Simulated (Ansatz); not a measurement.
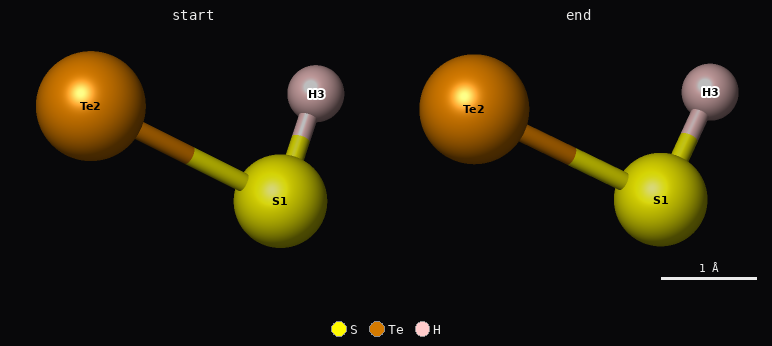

The structure of HTeS (multiplicity 2) before (left) and after (right) a relaxation, at one scale.

The picture is a ball-and-stick view, seen at a tilt.

Theory: UKS PBE-D4/def2-SVP in Ansatz 0.2.0.

Input file:
```yaml
crystal:
  periodic: [false, false, false]
  atoms:
    - {symbol: S, position_ang: [-0.682072, 0.554931, -0.361910]}
    - {symbol: Te, position_ang: [1.430674, 0.274549, 0.840318]}
    - {symbol: H, position_ang: [-0.792392, -0.711844, -0.539853]}
basis:
  gaussian: {orbitals: def2-SVP}
magnetization: {spin_polarized: true, initial_magnetization: 1}
hamiltonian: {xc: pbe, dispersion: d4}
relax: {f_tol: 0.002, max_steps: 5, max_displacement: 0.05}
```

Launched with:
```bash
ansatz run in.yaml --threads 2 --pin off --events-out ev --progress --plain --max-ram 3481MiB
```

What changed between the two?

Answer. The relaxation stopped without meeting its thresholds, so the last structure isn't shown to be converged. It used up its limit of 5 steps. The energy falls by 0.128 eV in 4 geometry steps. The largest force component goes from 2.4 to 0.0026 eV/Å. H3 moves most after the best rigid fit: 0.11 Å. Largest moves by element: H 0.11 Å, S 0.07 Å, Te 0.05 Å. Among the contacts that change: S1–H3 1.284 → 1.369 Å, S1–Te2 2.447 → 2.395 Å. Bond angles that change, for instance: Te2–S1–H3 91.7° → 99.0°.
